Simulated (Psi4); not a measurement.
# CCSD(T)/def2-SVP (core potential) run of SnH2O2 (SMILES [OH][Sn][OH])

What is the vertical ionisation energy of SnH2O2 at CCSD(T)/def2-SVP (core potential)? Input form: an ASE script.

The results are computed with Psi4 1.11.

2 further runs of the same task are left out: 2 set aside as unsound or not needed.

## Step 1: The molecule

SnH2O2 has 5 atoms, charge 0, and is taken as a singlet. As SMILES, `[OH][Sn][OH]`. The shape is that of a PBE0-D4/def2-TZVP optimisation. This is one conformer, not always the lowest.

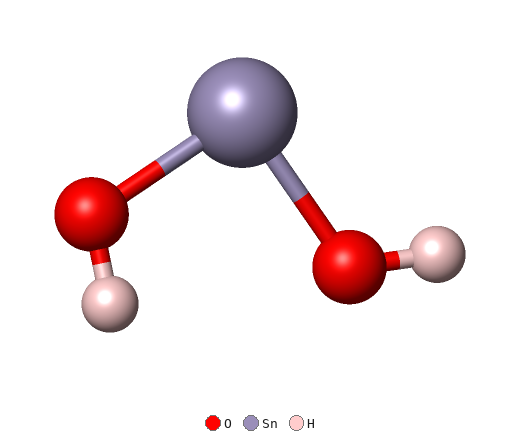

Viewed from a chosen angle; oxygen red, tin purple, hydrogen pink.

## Step 2: The energy at CCSD(T)/def2-SVP (core potential)

Contents of h2o2sn.xyz:

```xyz
5
H2O2Sn
O     -0.984300     0.177800    -0.613800
Sn    -0.153700    -0.943900     0.800900
O      1.561800     0.002900     0.636100
H     -1.901200    -0.005600    -0.831400
H      1.527200     0.695100    -0.033300
```

Contents of run.py:

```python
import numpy as np
from ase.calculators.psi4 import Psi4
from ase.io import read

a = read('h2o2sn.xyz')
calc = Psi4(atoms=a, method='ccsd(t)', basis='def2-SVP', memory='1600MB', num_threads=1, charge=0, multiplicity=1, label='h2o2sn')
calc.psi4.set_options({'puream': True, 'e_convergence': 1e-09, 'd_convergence': 1e-08, 'scf_type': 'pk', 'num_frozen_docc': 6})
a.calc = calc

print(f'energy: {a.get_potential_energy():.6f} eV')
```

Run with:

```bash
python run.py
```

h2o2sn.dat (excerpt; [...] marks lines left out):

```text
[...]
    !!!  WARNING: ECP capability is in beta. Please check occupations closely.  !!!
[...]
  Running in c1 symmetry.
[...]
  Nuclear repulsion =  127.037901285481269
[...]
  Multiplicity = 1
[...]
  Nalpha       = 20
  Nbeta        = 20
[...]
    Number of basis functions: 64
[...]
   @RHF iter   1:  -363.93116659630516   -2.25888e+00   1.11834e-02 DIIS/ADIIS
[...]
   @RHF iter  12:  -364.15155605033851   -1.98952e-12   4.61569e-09 DIIS
[...]
    Orbital Energies [Eh]
    ---------------------
    Doubly Occupied:
       1A    -20.522969     2A    -20.518343     3A     -5.874837
       4A     -4.067626     5A     -4.062055     6A     -4.057778
       7A     -1.355476     8A     -1.347098     9A     -1.332957
      10A     -1.327972    11A     -1.321811    12A     -1.255393
      13A     -1.220949    14A     -0.674060    15A     -0.629327
      16A     -0.536136    17A     -0.486146    18A     -0.482716
      19A     -0.459318    20A     -0.362322
[...]
  @RHF Final Energy:  -364.15155605033851
   => Energetics <=
    Nuclear Repulsion Energy =            127.0379012854812686
    One-Electron Energy =                -838.5883373893606176
    Two-Electron Energy =                 347.3988800535407790
    Total Energy =                       -364.1515560503385132
[...]
 Multipole Moments:
 ------------------------------------------------------------------------------------
     Multipole            Electronic (a.u.)      Nuclear  (a.u.)        Total (a.u.)
 ------------------------------------------------------------------------------------
 L = 1.  Multiply by 2.5417464519 to convert [e a0] to [Debye]
 Dipole X            :         -7.2910204            6.3334203           -0.9576001
 Dipole Y            :        -19.1436369           18.6165279           -0.5271091
 Dipole Z            :         15.0011516          -14.9107793            0.0903723
 Magnitude           :                                                    1.0968177
[...]
      * MP2 total energy                      = -364.627466104489997
[...]
      * CCSD total energy                     = -364.642856100778147
[...]
      * CCSD(T) total energy                  = -364.655637248597486
```

On the terminal:

```text
energy: -9922.785311 eV
```

Wall time 26 s (1 thread of Intel Xeon Platinum 8259CL at 2.50GHz (Skylake/Cascade Lake), shared host); peak memory 0.32 GiB.

## Step 3: The doublet cation

h2o2sn.xyz is that of step 2.

Contents of run.py:

```python
import numpy as np
from ase.calculators.psi4 import Psi4
from ase.io import read

atoms = read('h2o2sn.xyz')
calc = Psi4(atoms=atoms, method='ccsd(t)', basis='def2-SVP', memory='1600MB', num_threads=1, charge=1, multiplicity=2, label='h2o2sn', reference='uhf')
calc.psi4.set_options({'puream': True, 'e_convergence': 1e-09, 'd_convergence': 1e-08, 'scf_type': 'pk', 'num_frozen_docc': 6, 'maxiter': 200})
atoms.calc = calc

print(f'energy: {atoms.get_potential_energy():.6f} eV')
```

Run with:

```bash
python run.py
```

h2o2sn.dat (excerpt; [...] marks lines left out):

```text
[...]
    !!!  WARNING: ECP capability is in beta. Please check occupations closely.  !!!
[...]
  Running in c1 symmetry.
[...]
  Nuclear repulsion =  127.037901285481269
[...]
  Multiplicity = 2
[...]
  Nalpha       = 20
  Nbeta        = 19
[...]
    Number of basis functions: 64
[...]
   @UHF iter   1:  -363.56821517413402   -1.89593e+00   1.07601e-02 ADIIS/DIIS
[...]
   @UHF iter  26:  -363.82349264880202   -1.31877e-11   8.36300e-09 DIIS
[...]
   @S^2 Observed:                8.350263252E-01
[...]
    Orbital Energies [Eh]
    ---------------------
    Alpha Occupied:
       1A    -20.876776     2A    -20.744123     3A     -6.156554
       4A     -4.347496     5A     -4.345862     6A     -4.337976
       7A     -1.660871     8A     -1.620704     9A     -1.613934
      10A     -1.607089    11A     -1.604585    12A     -1.578750
      13A     -1.460340    14A     -0.981329    15A     -0.905278
      16A     -0.859442    17A     -0.814077    18A     -0.731610
      19A     -0.682415    20A     -0.649758
    Alpha Virtual:
      21A     -0.198935    22A     -0.129156    23A     -0.068777
      24A      0.010374    25A      0.069070    26A      0.093052
[...]
  @UHF Final Energy:  -363.82349264880202
   => Energetics <=
    Nuclear Repulsion Energy =            127.0379012854812686
    One-Electron Energy =                -827.7068425092403459
    Two-Electron Energy =                 336.8454485749570040
    Total Energy =                       -363.8234926488020164
  UHF NO Occupations:
  HONO-2 :   18  A 1.9992094
  HONO-1 :   19  A 1.9588795
[...]
 Multipole Moments:
 ------------------------------------------------------------------------------------
     Multipole            Electronic (a.u.)      Nuclear  (a.u.)        Total (a.u.)
 ------------------------------------------------------------------------------------
 L = 1.  Multiply by 2.5417464519 to convert [e a0] to [Debye]
 Dipole X            :         -7.8944983            6.3334203           -1.5610780
 Dipole Y            :        -19.0404133           18.6165279           -0.4238855
 Dipole Z            :         14.6464119          -14.9107793           -0.2643674
 Magnitude           :                                                    1.6390648
[...]
      * MP2 total energy                      = -364.268894922303502
[...]
      * CCSD total energy                     = -364.296075512207892
[...]
      * CCSD(T) total energy                     = -364.310113805469712
```

On the terminal:

```text
energy: -9913.383139 eV
```

Run time: 88 s. Hardware: 1 thread of Intel Xeon Platinum 8259CL at 2.50GHz (Skylake/Cascade Lake), shared host; peak memory 0.32 GiB.

## Step 4: Summary of results

Level: CCSD(T)/def2-SVP (core potential), 6 core orbitals frozen.

```
                                                                  quantity          value
                                              singlet SnH2O2: total energy  -364.65564 Eh
                       singlet SnH2O2: HOMO energy (Hartree–Fock orbitals)       -9.86 eV
                       singlet SnH2O2: LUMO energy (Hartree–Fock orbitals)        0.88 eV
                     singlet SnH2O2: HOMO–LUMO gap (Hartree–Fock orbitals)       10.74 eV
               singlet SnH2O2: correlation energy (6 core orbitals frozen)     -504.1 mEh
                                            singlet SnH2O2: (T) correction     -12.78 mEh
                                             singlet SnH2O2: T1 diagnostic          0.017
                                              doublet cation: total energy  -364.31011 Eh
doublet cation: HOMO energy (Hartree–Fock orbitals) (highest over α and β)      -17.55 eV
 doublet cation: LUMO energy (Hartree–Fock orbitals) (lowest over α and β)       -7.65 eV
               doublet cation: correlation energy (6 core orbitals frozen)     -486.6 mEh
                                            doublet cation: (T) correction     -14.04 mEh
                         doublet cation: ⟨S²⟩ of the reference determinant          0.835
                                             doublet cation: T1 diagnostic          0.059
                        vertical ionisation energy (to the doublet cation)       9.402 eV
```

Removing an electron at fixed nuclei costs 9.40 eV (217 kcal/mol). The triples (singlet SnH2O2) make up 2.5 % of the correlation energy. The T1 diagnostic (doublet cation) of 0.059 is above the customary mark for such species, so a single reference may not serve. The triples (doublet cation) make up 2.9 % of the correlation energy.
